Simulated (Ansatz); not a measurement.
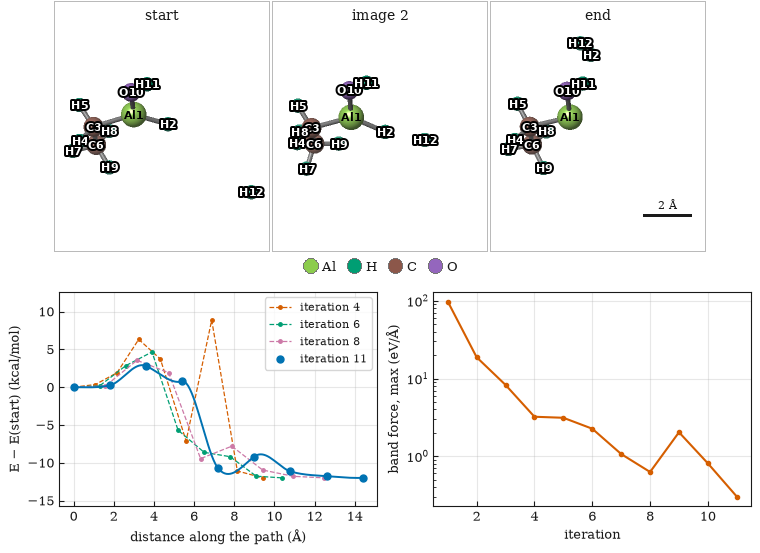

NEB run on C2H8AlO (multiplicity 2), made up at the start of C2H7AlO and H. Images are numbered from 0 (start) to 8 (end). The plot follows the band through its iterations. Style: ball-and-stick. Shown from a free direction.

Method: UHF/def2-SVP (Ansatz). Settings: 7 movable images; climbing image; force threshold 0.5 eV/Å; iteration limit 60; starting path through a guess of the saddle point.

Q: Did the band converge, and can the barrier be trusted?

A: The run met only a loose threshold, so the barrier can't be trusted yet. The band converged in 11 iterations. The largest component of the band force went from 98 to 0.3 eV/Å. The climbing image converged on the top of the path. Its curvatures weren't checked. The force threshold is so loose that the height of the top is at best an upper bound. The first iteration put the highest image at 801.8 kcal/mol. Forward barrier 2.8 kcal/mol, backward barrier 14.8 kcal/mol, with image 2 at the top; the reaction energy is −12.0 kcal/mol. The profile has 2 maxima (images 2, 5) with a dip at image 4 (−10.7 kcal/mol), so the process runs in steps.

Limits of the set-up: the start holds two separate molecules, 4.6 Å apart at their closest, whose relative position is a soft coordinate and is computed without a dispersion correction; Hartree-Fock leaves out electron correlation.

The run took 56 s on 2 threads of AMD EPYC 9R45 96-Core Processor (Zen 5) (shared host), peak memory 0.31 GiB.
